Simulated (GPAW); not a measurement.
**SnO: G0W0 on several meshes in GPAW**

Aim: the GW shift of SnO against the k mesh.

Program: GPAW 26.7.0. Level of theory: LDA and many-body steps on it, plane waves. Results are calculated unless marked as measured.

### Step 1. Set-up

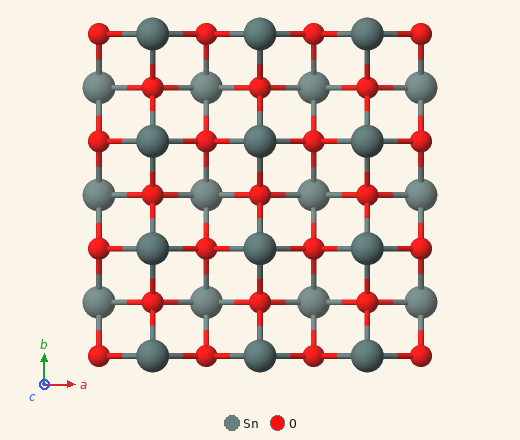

The starting structure, seen from above (tin teal, oxygen red). 3×3×1 cells are drawn. Some periodic images of atoms are drawn too.

The cell holds 4 atoms: 2 Sn and 2 O. Its edges and angles: a = 3.799 Å, b = 3.799 Å, c = 13.300 Å, α = 90.0°, β = 90.0°, γ = 90.0°. It derives from SnO. Vacuum lies along c.

Coordinates:

```
Sn O
1.0
     3.79860    0.00000    0.00000
     0.00000    3.79860    0.00000
     0.00000    0.00000   13.30000
Sn O
2 2
Direct
  0.50000 0.00000 0.58622
  0.00000 0.50000 0.41378
  0.00000 0.00000 0.50000
  0.50000 0.50000 0.50000
```

### Step 2. Empty states on the mesh, 10×10×1 mesh, 321 bands

This step: GPAW 26.7.0; DFT, LDA, plane waves, PAW.

The sums over transitions need many empty states on a uniform mesh; this step solves for them.

Input file run.py:

```python
import json
import numpy as np
from gpaw.mpi import world
from gpaw import GPAW

calc = GPAW('gs.gpw').fixed_density(kpts={'size': (10, 10, 1), 'gamma': True},
    nbands=374,
    convergence={'bands': 321},
    update_fermi_level=True,
    txt='nscf.txt')
calc.write('full.gpw', mode='all')
res = {}
kpts = calc.get_ibz_k_points()
res['kpts'] = kpts
res['eigenvalues'] = [calc.get_eigenvalues(kpt=k) for k in range(len(kpts))]
res['n_electrons'] = calc.get_number_of_electrons()

if world.rank == 0:
    with open('result.json', 'w') as f:
        json.dump(res, f, default=lambda x: x.tolist())
```

Started as:

```
$ mpirun -n 4 gpaw python run.py
```

Numbers of over 12 decimals in the logs are rounded to 6 here.

The log of the run:

```text
Diagonalizing LCAO Hamiltonian
Converting LCAO to pw mode
convergence criteria:
- Maximum integral of absolute [eigenst]ate change: 4e-08 eV^2 / valence electron
maximum number of iterations: 100

SCF iterations
|iter     |     time |      energy | eigst |  dens |
|iter:   1|  |             | +4.55 |       |
|iter:   2|  |             | +3.35 |       |
|iter:   3|  |             | +2.23 |       |
[...]
|iter:  15|  |             | -6.93 |       |
|iter:  16|  |             | -7.29 |       |
|iter:  17|  |             | -7.62c|       |
SCF steps: 17
  __  _  _
 | _ |_)|_||  |
 |__||  | ||/\| - 26.7.0

Input parameters:
  mode=PW(ecut=600.0),
  convergence={'bands': 321},
  gpts=array([24, 24, 80]),
  kpts=MonkhorstPack(size=(10, 10, 1), gamma=True),
  maxiter=100,
  nbands=374,
  occupations=Occupations(name='fermi-dirac', width=0.001, fixmagmom=False),
  parallel={},
  xc=XC(name='LDA')
# Writing to full.gpw (mode='all')
  [... matrices ...]

timing:  # [seconds]
  Total: 0.270  # ━━━━━━━━━━━━━━━━━━━━━━━━━━━━━━━━━━━━━━━━━━━━━━━━━━━━━━━━━━━
```

Wall time 12 min (4 MPI ranks of Arm Neoverse V1, shared host); peak memory 2.2 GiB; 48 min of CPU time.

Numbers from this step:

* gap: 2.773 eV
* k of the valence top: 0.2, 0.2, 0
* k of the conduction bottom: 0, 0, 0
* least direct gap: 2.821 eV
* k points computed: 21
* lowest point of the top converged band, above the valence top: 77.0495 eV

On this mesh the gap is 2.773 eV.

### Step 3. 10×10×1

Now the one-shot GW correction: screening in the RPA, then the self-energy of the levels asked for.

This step: G0W0 on LDA, plane waves, PAW.

Input file run.py:

```python
import json
import numpy as np
from gpaw.mpi import world
from gpaw.response.g0w0 import G0W0

gw = G0W0('full.gpw',
    filename='gw',
    kpts=[0, 5],
    bands=(18, 22),
    ecut=48,
    nbands=144,
    truncation='2D',
    integrate_gamma='sphere',
    q0_correction=True,
    frequencies={'type': 'nonlinear', 'domega0': 0.15, 'omega2': 15.0},
    eta=0.1,
    nblocksmax=True)
gw.calculate()
res = {mode: {k: v for k, v in r.items() if k != 'sigma_eskwn'}
       for mode, r in gw.all_results.items()}

if world.rank == 0:
    with open('result.json', 'w') as f:
        json.dump(res, f, default=lambda x: x.tolist())
```

Started as:

```
$ mpirun -n 4 gpaw python run.py
```

The log of the run:

```text
Using integrator: PointIntegrator
NonLinearFrequencyDescriptor(from 0.000 to 66.134 eV, 157 points)
Nonperiodic BCs:  [False False  True]
Using integrator: PointIntegrator
NonLinearFrequencyDescriptor(from 0.000 to 66.134 eV, 157 points)
Nonperiodic BCs:  [False False  True]
Applying analytical 2D correction to W:
    Evaluating Gamma point contribution to W on a 11x11x1 grid
  ___  _ _ _
 |   || | | |
 | | || | | |
 |__ ||_____|
 |___|

BZ k-points: Symmetries present (total): 8

  [... matrices ...]
100 k-points: 10 x 10 x 1 Monkhorst-Pack grid + [1/20,1/20,0.000000]
21 k-points in the irreducible part of the Brillouin zone
       k-points in crystal coordinates                weights
   0:     0.00000000    0.00000000    0.00000000          1/100
   1:     0.10000000    0.00000000    0.00000000          4/100
   2:     0.10000000    0.10000000    0.00000000          4/100
   3:     0.20000000    0.00000000    0.00000000          4/100
   4:     0.20000000    0.10000000    0.00000000          8/100
   5:     0.20000000    0.20000000    0.00000000          4/100
   6:     0.30000000    0.00000000    0.00000000          4/100
   7:     0.30000000    0.10000000    0.00000000          8/100
   8:     0.30000000    0.20000000    0.00000000          8/100
   9:     0.30000000    0.30000000    0.00000000          4/100
          ...
  20:     0.50000000    0.50000000    0.00000000          1/100

Distributing spins, k-points and bands (1 x 2 x 4) over 1 process
Number of blocks: 4

Quasi particle states:
k-points (IBZ indices): [0, 5]
Band range: (18, 22)
  [... matrices ...]
Computational parameters:
Plane wave cut-off: 48 eV
Number of bands: 144
Coulomb cutoff: 2D
Broadening: 0.1 eV

fxc modes: GW
Kernel: RPA
Using full-frequency real axis integration
Summing all q:

Calculating screened Coulomb potential
2D Coulomb truncation
NonLinearFrequencyDescriptor(from 0.000 to 66.134 eV, 157 points)
Removing empty qpoint cache files...

Calculating chi0 body with:
    Ground state adapter containing:
    Number of spins: 1
    Number of kpoints: 100
    Number of irreducible kpoints: 21
    Number of completely occupied states: 20
    Number of partially occupied states: 20
    Occupied states memory: 14.0625 M / cpu

    Linear response parametrization:
    q_c: [1.3877787807814457e-17, 1.3877787807814457e-17, 0.0]
    Number of frequency points: 157
    Planewave cutoff: 48.0
    Number of bands: 144
    Number of planewaves: 131
    Broadening (eta): 0.1
    comm.size: 4
    kncomm.size: 1
    blockcomm.size: 4

    Memory estimate of potentially large arrays:
        chi0_wGG: 10.277851 M / cpu
Integrating chi0 body.

Symmetries of q_c:
    Direct symmetries (Uq -> q): 8
    Indirect symmetries (TUq -> q): 8
In total 16 allowed symmetries.

  [... matrices ...]
21 groups of equivalent kpoints. 79.0% reduction.

Integral kind: spectral function
Integrating chi0 head and wings.

Symmetries of q_c:
    Direct symmetries (Uq -> q): 8
    Indirect symmetries (TUq -> q): 8
In total 16 allowed symmetries.

  [... matrices ...]
21 groups of equivalent kpoints. 79.0% reduction.

Integral kind: spectral function wings
1546.032204s |

Calculating chi0 body with:
    Ground state adapter containing:
    Number of spins: 1
    Number of kpoints: 100
    Number of irreducible kpoints: 21
    Number of completely occupied states: 20
    Number of partially occupied states: 20
[... the further q-points ...]

Results:
f:      Occupation numbers
eps:     KS-eigenvalues [eV]
vxc:     KS vxc [eV]
exx:     Exact exchange [eV]
sigma:   Self-energies [eV]
dsigma:  Self-energy derivatives
Z:       Renormalization factors
qp:      QP-energies [eV]

k-point 0 (0): (0.000, 0.000, 0.000)                GW
band       f     eps     vxc     exx   sigma  dsigma       Z      qp
                                                                   GW
  18   1.000  -3.645 -20.935 -25.832   4.451  -0.371   0.729  -3.971
  19   1.000  -1.680 -15.946 -18.845   2.156  -0.312   0.762  -2.246
  20   0.000   1.141 -12.401  -7.516  -2.751  -0.219   0.820   2.890
  21   0.000   1.384 -11.308  -7.316  -2.411  -0.210   0.827   2.692

k-point 1 (5): (0.200, 0.200, 0.000)                GW
band       f     eps     vxc     exx   sigma  dsigma       Z      qp
                                                                   GW
  18   1.000  -3.332 -21.344 -26.193   4.432  -0.366   0.732  -3.637
  19   1.000  -1.632 -16.256 -18.947   2.036  -0.304   0.767  -2.135
  20   0.000   2.132 -11.138  -6.590  -2.737  -0.248   0.801   3.582
  21   0.000   2.575 -12.726  -8.091  -2.554  -0.249   0.801   4.242
```

Elapsed: 14 min, on 4 MPI ranks; peak memory 3.9 GiB; 56 min of CPU time.

Numbers from this step:

```yaml
g0w0_gap_on_the_points_computed: 4.826 eV
least_direct_g0w0_gap_on_the_computed_points: 4.938 eV
z_at_the_valence_top: 0.7670
z_at_the_conduction_bottom: 0.8266
starting_gap_on_the_mesh: 2.773 eV
k_of_the_valence_top: 0.2, 0.2, 0
k_of_the_conduction_bottom: 0, 0, 0
```

The gap on the mesh goes from 2.77 eV to 4.83 eV, a correction of +2.05 eV.

### Step 4. Empty states on the mesh, 6×6×1 mesh, 154 bands

This step: DFT, LDA, plane waves, PAW.

Input file run.py:

```python
import json
import numpy as np
from gpaw.mpi import world
from gpaw import GPAW

calc = GPAW('gs.gpw').fixed_density(kpts={'size': (6, 6, 1), 'gamma': True},
    nbands=179,
    convergence={'bands': 154},
    update_fermi_level=True,
    txt='nscf.txt')
calc.write('full.gpw', mode='all')
res = {}
kpts = calc.get_ibz_k_points()
res['kpts'] = kpts
res['eigenvalues'] = [calc.get_eigenvalues(kpt=k) for k in range(len(kpts))]
res['n_electrons'] = calc.get_number_of_electrons()

if world.rank == 0:
    with open('result.json', 'w') as f:
        json.dump(res, f, default=lambda x: x.tolist())
```

Started as:

```
$ mpirun -n 4 gpaw python run.py
```

The log of the run:

```text
Diagonalizing LCAO Hamiltonian
Converting LCAO to pw mode
convergence criteria:
- Maximum integral of absolute [eigenst]ate change: 4e-08 eV^2 / valence electron
maximum number of iterations: 100

SCF iterations
|iter     |     time |      energy | eigst |  dens |
|iter:   1|  |             | +4.13 |       |
|iter:   2|  |             | +2.83 |       |
|iter:   3|  |             | +1.75 |       |
[...]
|iter:  13|  |             | -6.80 |       |
|iter:  14|  |             | -7.19 |       |
|iter:  15|  |             | -7.66c|       |
SCF steps: 15
  __  _  _
 | _ |_)|_||  |
 |__||  | ||/\| - 26.7.0

Input parameters:
  mode=PW(ecut=600.0),
  convergence={'bands': 154},
  gpts=array([24, 24, 80]),
  kpts=MonkhorstPack(size=(6, 6, 1), gamma=True),
  maxiter=100,
  nbands=179,
  occupations=Occupations(name='fermi-dirac', width=0.001, fixmagmom=False),
  parallel={},
  xc=XC(name='LDA')
# Writing to full.gpw (mode='all')
  [... matrices ...]

timing:  # [seconds]
  Total: 0.112  # ━━━━━━━━━━━━━━━━━━━━━━━━━━━━━━━━━━━━━━━━━━━━━━━━━━━━━━━━━━━
```

Run time: 99 s. Hardware: 4 MPI ranks; peak memory 1.1 GiB.

This step gave:

```
gap                                                           : 2.771 eV
k of the valence top                                          : 0.1667, 0.1667, 0
k of the conduction bottom                                    : 0, 0, 0
least direct gap                                              : 2.821 eV
k points computed                                             : 10
lowest point of the top converged band, above the valence top : 44.73 eV
```

On this mesh the gap is 2.771 eV.

### Step 5. 6×6×1

This step: G0W0 on LDA, plane waves, PAW.

Input file run.py:

```python
import json
import numpy as np
from gpaw.mpi import world
from gpaw.response.g0w0 import G0W0

gw = G0W0('full.gpw',
    filename='gw',
    kpts=[0, 2],
    bands=(18, 22),
    ecut=48,
    nbands=144,
    truncation='2D',
    integrate_gamma='sphere',
    q0_correction=True,
    frequencies={'type': 'nonlinear', 'domega0': 0.15, 'omega2': 15.0},
    eta=0.1,
    nblocksmax=True)
gw.calculate()
res = {mode: {k: v for k, v in r.items() if k != 'sigma_eskwn'}
       for mode, r in gw.all_results.items()}

if world.rank == 0:
    with open('result.json', 'w') as f:
        json.dump(res, f, default=lambda x: x.tolist())
```

Started as:

```
$ mpirun -n 4 gpaw python run.py
```

The log of the run:

```text
Using integrator: PointIntegrator
NonLinearFrequencyDescriptor(from 0.000 to 66.134 eV, 157 points)
Nonperiodic BCs:  [False False  True]
Using integrator: PointIntegrator
NonLinearFrequencyDescriptor(from 0.000 to 66.134 eV, 157 points)
Nonperiodic BCs:  [False False  True]
Applying analytical 2D correction to W:
    Evaluating Gamma point contribution to W on a 19x19x1 grid
  ___  _ _ _
 |   || | | |
 | | || | | |
 |__ ||_____|
 |___|

BZ k-points: Symmetries present (total): 8

  [... matrices ...]
36 k-points: 6 x 6 x 1 Monkhorst-Pack grid + [1/12,1/12,0.000000]
10 k-points in the irreducible part of the Brillouin zone
       k-points in crystal coordinates                weights
   0:     0.00000000    0.00000000    0.00000000          1/36
   1:     0.16666667    0.00000000    0.00000000          4/36
   2:     0.16666667    0.16666667    0.00000000          4/36
[...]
8:     0.50000000    0.33333333    0.00000000          4/36
   9:     0.50000000    0.50000000    0.00000000          1/36

Distributing spins, k-points and bands (1 x 2 x 4) over 1 process
Number of blocks: 4

Quasi particle states:
k-points (IBZ indices): [0, 2]
Band range: (18, 22)
  [... matrices ...]
Computational parameters:
Plane wave cut-off: 48 eV
Number of bands: 144
Coulomb cutoff: 2D
Broadening: 0.1 eV

fxc modes: GW
Kernel: RPA
Using full-frequency real axis integration
Summing all q:

Calculating screened Coulomb potential
2D Coulomb truncation
NonLinearFrequencyDescriptor(from 0.000 to 66.134 eV, 157 points)
Removing empty qpoint cache files...

Calculating chi0 body with:
    Ground state adapter containing:
    Number of spins: 1
    Number of kpoints: 36
    Number of irreducible kpoints: 10
    Number of completely occupied states: 20
[...]
q_c: [1.3877787807814457e-17, 1.3877787807814457e-17, 0.0]
    Number of frequency points: 157
    Planewave cutoff: 48.0
    Number of bands: 144
    Number of planewaves: 131
    Broadening (eta): 0.1
    comm.size: 4
    kncomm.size: 1
    blockcomm.size: 4

    Memory estimate of potentially large arrays:
        chi0_wGG: 10.277851 M / cpu
Integrating chi0 body.

Symmetries of q_c:
    Direct symmetries (Uq -> q): 8
    Indirect symmetries (TUq -> q): 8
In total 16 allowed symmetries.

  [... matrices ...]
10 groups of equivalent kpoints. 72.222222% reduction.

Integral kind: spectral function
Integrating chi0 head and wings.

Symmetries of q_c:
    Direct symmetries (Uq -> q): 8
    Indirect symmetries (TUq -> q): 8
In total 16 allowed symmetries.

  [... matrices ...]
10 groups of equivalent kpoints. 72.222222% reduction.

Integral kind: spectral function wings

Calculating chi0 body with:
    Ground state adapter containing:
    Number of spins: 1
    Number of kpoints: 36
    Number of irreducible kpoints: 10
    Number of completely occupied states: 20
    Number of partially occupied states: 20
[... the further q-points ...]

Results:
f:      Occupation numbers
eps:     KS-eigenvalues [eV]
vxc:     KS vxc [eV]
exx:     Exact exchange [eV]
sigma:   Self-energies [eV]
dsigma:  Self-energy derivatives
Z:       Renormalization factors
qp:      QP-energies [eV]

k-point 0 (0): (0.000, 0.000, 0.000)                GW
band       f     eps     vxc     exx   sigma  dsigma       Z      qp
                                                                   GW
  18   1.000  -3.645 -20.935 -25.833   4.445  -0.372   0.729  -3.976
  19   1.000  -1.680 -15.946 -18.844   2.145  -0.309   0.764  -2.255
  20   0.000   1.141 -12.401  -7.516  -2.753  -0.222   0.818   2.885
[...]
k-point 1 (2): (0.167, 0.167, 0.000)                GW
band       f     eps     vxc     exx   sigma  dsigma       Z      qp
                                                                   GW
[...]
20   0.000   2.239 -12.915  -8.165  -2.609  -0.246   0.803   3.957
  21   0.000   2.429 -12.126  -7.502  -2.784  -0.254   0.798   3.897
```

It took 2.4 min on 4 MPI ranks; peak memory 2.1 GiB.

This step gave:

* G0W0 gap on the points computed: 4.831 eV
* least direct G0W0 gap on the computed points: 4.930 eV
* Z at the valence top: 0.7656
* Z at the conduction bottom: 0.8210
* starting gap on the mesh: 2.771 eV
* k of the valence top: 0.1667, 0.1667, 0
* k of the conduction bottom: 0, 0, 0

Against G0W0 in GPAW (10×10×1 mesh, 144 bands, screening to 48 eV, full frequency, Hilbert transform), the gap moves by +0.005 eV.

### Step 6. Side by side

Times are wall times on 4 MPI ranks of Arm Neoverse V1, shared host, good to a factor of about two.

```
    run     mesh  bands  screening cutoff (eV)  DFT gap (eV)  gap on the mesh (eV)  direct (eV)     time
10×10×1  10×10×1    144                     48         2.773                 4.826        4.938   14 min
  6×6×1    6×6×1    144                     48         2.771                 4.831        4.930  2.4 min
```

### Step 7. Outcome

```json
{
 "10×10×1": "4.826 eV",
 "6×6×1": "4.831 eV",
 "known limits": "not at the basis limit; no spin-orbit coupling"
}
```

6×6×1: +0.005 eV against 10×10×1. Bands and cutoff are finite, so the gap is not at the basis limit. The miss can reach some tenths of an eV and take either sign; the mesh is an error of its own. These stock PAW sets were not made for GW. In the G0W0 runs levels were corrected at 2 k points alone, so a gap called «on the mesh» is the least over those, and an edge elsewhere would be missed. The many-body steps are scalar-relativistic: spin-orbit coupling is not in them.

[Paths, hosts, dates, memory and timing lines, banners, echoed tables and standing remarks are left out of the program output.]

[Logs are printed without paths, hosts, clocks, repeated set-up lines and the standing remarks that a program may print on its own settings, such as how far it seeks lower states.]

[Runs of the session that timed out or met a known fault of the program may be left out.]

[Hosts, paths, dates, database ids (printed as entryN), source tags and the programs' standing remarks are cut or masked in the printed files.]
